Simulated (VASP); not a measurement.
# ScF3 under strain, part 4 of 4

Aim: follow the gap and pressure of ScF3 through compression, expansion and shear. All runs use LDA. The start is a cell from a database of measured crystal structures.

VASP 6.6.1; LDA; plane waves and PAW (Sc_sv, F).

So far, least gap on mesh and path (eV): step 3 (bands, cell as listed) 6.18; step 5 (cell volume +8.0 %) 5.79; step 6 (bands, sheared, principal strains -1.9, -0.1, +2.1 %) 6.09; step 7 (cell volume -4.0 %) 6.39; step 8 (cell volume -8.0 %) 6.60.

**9. Bands, atoms displaced by up to 0.12 Å**

The atoms are moved off their sites at random, as a crude picture of disorder.

INCAR reads:

```
SYSTEM = ScF3
PREC = Accurate
ENCUT = 520
EDIFF = 1E-06
NELM = 100
ISMEAR = -1
SIGMA = 0.05
LREAL = .FALSE.
ALGO = Normal
GGA = CA
NBANDS = 30
LASPH = .TRUE.
LORBIT = 11
LWAVE = .FALSE.
LCHARG = .FALSE.
KPAR = 4
```

POSCAR reads:

```
ScF3
1.0
    4.0124500000      0.0000000000      0.0000000000
    0.0000000000      4.0124500000      0.0000000000
    0.0000000000      0.0000000000      4.0124500000
Sc F
1 3
Direct
   -0.0064240000     -0.0059770000      0.0215370000
    0.5045270000     -0.0009610000      0.0116250000
    0.0167040000      0.5031160000     -0.0256650000
   -0.0029230000      0.0032380000      0.4988080000
```

KPOINTS reads:

```
Automatic mesh
0
Gamma
6 6 6
0 0 0
```

KPOINTS_OPT reads:

```
Line mode
16
Line-mode
Reciprocal
  0.00000000   0.00000000   0.00000000 GAMMA
  0.00000000   0.50000000   0.00000000 X

  0.00000000   0.50000000   0.00000000 X
  0.50000000   0.50000000   0.00000000 M

  0.50000000   0.50000000   0.00000000 M
  0.00000000   0.00000000   0.00000000 GAMMA

  0.00000000   0.00000000   0.00000000 GAMMA
  0.50000000   0.50000000   0.50000000 R

  0.50000000   0.50000000   0.50000000 R
  0.00000000   0.50000000   0.00000000 X

  0.50000000   0.50000000   0.00000000 M
  0.50000000   0.50000000   0.50000000 R
```

PAW data sets: Sc_sv and F (LDA family, release 64).

Started as:

```
$ mpirun -np 4 vasp_std
```

What it wrote:

```text
[... set-up lines as in an earlier step ...]
 entering main loop
       N       E                     dE             d eps       ncg     rms          rms(c)
DAV:   1     0.378445087178E+03    0.37845E+03   -0.14654E+04  6808   0.111E+03
DAV:   2     0.786740242943E+00   -0.37766E+03   -0.34129E+03  7330   0.364E+02
DAV:   3    -0.330301341514E+02   -0.33817E+02   -0.33169E+02  9148   0.124E+02
DAV:   4    -0.339468803160E+02   -0.91675E+00   -0.91567E+00  8472   0.210E+01
DAV:   5    -0.339676102529E+02   -0.20730E-01   -0.20729E-01  8350   0.284E+00    0.166E+01
DAV:   6    -0.296947572976E+02    0.42729E+01   -0.80636E+00 10514   0.393E+01    0.757E+00
DAV:   7    -0.295735431072E+02    0.12121E+00   -0.67142E-01  8708   0.514E+00    0.431E+00
DAV:   8    -0.295154615380E+02    0.58082E-01   -0.16306E-01 10632   0.451E+00    0.620E-01
DAV:   9    -0.295169165033E+02   -0.14550E-02   -0.76289E-02  8894   0.202E+00    0.930E-01
DAV:  10    -0.295109896094E+02    0.59269E-02   -0.16192E-02  8838   0.835E-01    0.127E-01
DAV:  11    -0.295111806667E+02   -0.19106E-03   -0.69997E-04  9534   0.334E-01    0.866E-02
DAV:  12    -0.295111491083E+02    0.31558E-04   -0.78418E-05  8600   0.168E-01    0.833E-03
DAV:  13    -0.295111499706E+02   -0.86232E-06   -0.49608E-06  7602   0.186E-02
   1 F= -.29511150E+02 E0= -.29511150E+02  d E =-.194427E-10
 Start KPOINTS_OPT (optional k-point list driver)
k-point batch [1-96\96]
       N       E                     dE             ncg
DAV:   1    -0.103610128665E+05   -0.87094E+05     5848
DAV:   2    -0.439439445327E+05   -0.33583E+05     6008
DAV:   3    -0.470742491408E+05   -0.31303E+04     7378
DAV:   4    -0.471658121549E+05   -0.91563E+02     6670
DAV:   5    -0.471682806630E+05   -0.24685E+01     7452
DAV:   6    -0.471683640341E+05   -0.83371E-01     7364
DAV:   7    -0.471683652331E+05   -0.11990E-02     7160
DAV:   8    -0.471683652771E+05   -0.43974E-04     4584
DAV:   9    -0.471683652796E+05   -0.24580E-05     4628
DAV:  10    -0.471683652799E+05   -0.29148E-06     3870
```

It took 28 s on 4 MPI ranks of Intel Xeon 6975P-C (Granite Rapids), shared host; peak memory 1.5 GiB; 1.8 min of CPU time.

OUTCAR, selected parts (step 9):

```text
   NELECT =      32.0000    total number of electrons

 E-fermi :  -2.6880

 k-point     1 :       0.0000    0.0000    0.0000
  band No.  band energies     occupation
    ...
     12      -4.5025      2.00000
     13      -4.4517      2.00000
     14      -4.4400      2.00000
     15      -4.4292      2.00000
     16      -4.3718      2.00000
     17       2.3854      0.00000
     18       2.4123      0.00000
     19       2.5705      0.00000
     20       3.7154      0.00000
     21       4.1570      0.00000
    ...

  Total       -0.7371199     -1.2494633     -0.2201640     -0.0237991      0.0747898      0.0613655
  in kB      -18.2818353    -30.9888300     -5.4604455     -0.5902575      1.8549161      1.5219691
  external PRESSURE =     -18.2437036 kB  Pullay stress =       0.0000000 kB

 POSITION                                       TOTAL-FORCE (eV/Angst)
 -----------------------------------------------------------------------------------
      3.98667      3.98847      0.08642         0.433741      0.305008     -0.958850
      2.02439      4.00859      0.04664        -0.360834      0.012844     -0.016516
      0.06702      2.01873      3.90947        -0.089989     -0.315898      0.187249
      4.00072      0.01299      2.00144         0.017083     -0.001954      0.788116
 -----------------------------------------------------------------------------------
    total drift:                                0.000773      0.001626     -0.001271

  FREE ENERGIE OF THE ION-ELECTRON SYSTEM (eV)
  ---------------------------------------------------
  free  energy   TOTEN  =       -29.5111499706 eV

  energy  without entropy=      -29.5111499706  energy(sigma->0) =      -29.51114997

[... 5 parts as in an earlier step ...]

[... 12 further parts left out ...]
```

This step gave:

```yaml
scf_cycles: 13
irreducible_k_points: 112
symmetry_operations: 1
free_energy_toten: -29.51 eV
fermi_energy: -2.688 eV
pressure: -1.824 GPa
least_gap_on_mesh_and_path: 6.223 eV
least_direct_gap_on_mesh_and_path: 6.757 eV
```

Electronic bands along the path, in eV, zero at the valence-band top; v1 is the highest filled band, c1 the lowest empty one:

```
    point     v4     v3     v2     v1    c1    c2    c3     c4
        Γ  -0.61  -0.60  -0.59  -0.53  6.22  6.25  6.41   7.55
        X  -1.09  -0.77  -0.64  -0.59  6.28  7.04  7.10   8.03
        M  -1.10  -1.03  -0.97  -0.01  7.10  7.17  7.76   8.60
        Γ  -0.61  -0.60  -0.59  -0.53  6.22  6.25  6.41   7.55
        R  -2.27  -0.05  -0.03   0.00  7.76  7.82  7.87  10.50
        X  -1.09  -0.77  -0.64  -0.59  6.28  7.04  7.10   8.03
jump to M  -1.10  -1.03  -0.97  -0.01  7.10  7.17  7.76   8.60
        R  -2.27  -0.05  -0.03   0.00  7.76  7.82  7.87  10.50
```

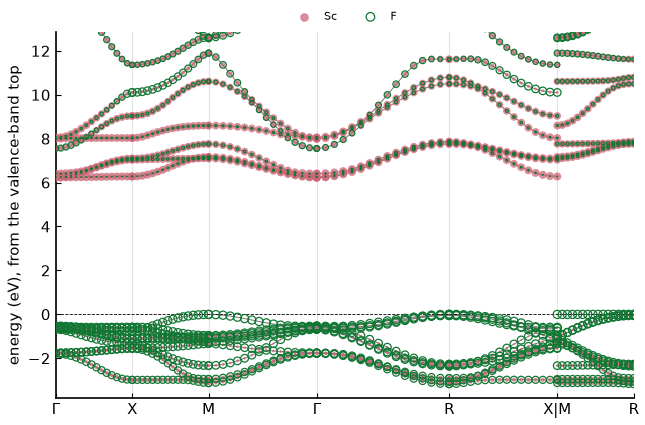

Electronic bands along the path; dots are coloured as in the legend, and their area grows with the weight.

Force by atom:

```
atom  x (eV/Å)  y (eV/Å)  z (eV/Å)  size
 Sc1      0.43      0.31     -0.96  1.10
  F2     -0.36      0.01     -0.02  0.36
  F3     -0.09     -0.32      0.19  0.38
  F4      0.02      0.00      0.79  0.79
```

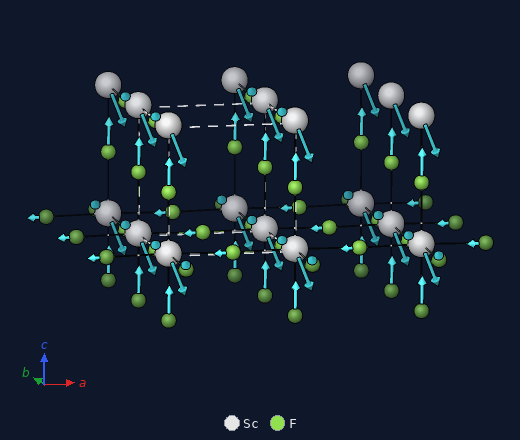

Force as arrows, the longest 1.10 eV/Å. 2×2×1 cells are drawn. Some periodic images of atoms are drawn too.

The gap is 6.22 eV, indirect, from R to Γ. That is +0.04 eV from the cell as listed. The pressure is -1.82 GPa, and the symmetry operations fall from 48 to 1.

**10. Side by side**

| cell | mesh | pressure (GPa) | gap (eV) | direct gap (eV) |
| --- | --- | --- | --- | --- |
| cell as listed | 6×6×6 | -2.31 | 6.185 | 6.716 |
| volume times 1.04 | 6×6×6 | -5.77 | 5.985 | 6.509 |
| volume times 1.08 | 6×6×6 | -8.55 | 5.790 | 6.304 |
| sheared, principal strains -1.9, -0.1, +2.1 % | 6×6×6 | -2.20 | 6.086 | 6.568 |
| volume times 0.96 | 6×6×6 | 2.01 | 6.388 | 6.921 |
| volume times 0.92 | 6×6×6 | 7.43 | 6.597 | 7.124 |
| atoms displaced by up to 0.12 Å | 6×6×6 | -1.82 | 6.223 | 6.757 |

**11. Results**

```
gap, cell as listed                                         : 6.185 eV
gap, volume times 1.04                                      : 5.985 eV
gap, volume times 1.08                                      : 5.790 eV
gap, sheared, principal strains -1.9, -0.1, +2.1 %          : 6.086 eV
gap, volume times 0.96                                      : 6.388 eV
gap, volume times 0.92                                      : 6.597 eV
gap, atoms displaced by up to 0.12 Å                        : 6.223 eV
bulk modulus at the listed volume, shape and positions held : 98.0 GPa
volume deformation potential of the gap                     : -5.04 eV
```

**Reading.** At the listed volume the gap of ScF3 changes by -5.04 eV per unit of ln V, its volume deformation potential under even scaling; divided by the bulk modulus that is +51 meV/GPa. The slope of pressure against ln V at the listed volume gives a bulk modulus of 98.0 GPa at fixed shape and positions. With sheared, principal strains -1.9, -0.1, +2.1 %, the least gap on mesh and path moves by -0.10 eV. With atoms displaced by up to 0.12 Å, the least gap on mesh and path moves by +0.04 eV. Semilocal functionals usually underestimate gaps.

[Lines on the potential files, build, host, timing and source positions are cut from VASP's logs without a mark.]

[Logs are printed without paths, hosts, clocks, repeated set-up lines and the standing remarks that a program may print on its own settings, such as how far it seeks lower states.]

[Hosts, paths, dates, database ids (printed as entryN), source tags and the programs' standing remarks are cut or masked in the printed files.]

[A measured line is paired with the nearest computed mode of its activity, which favours agreement.]
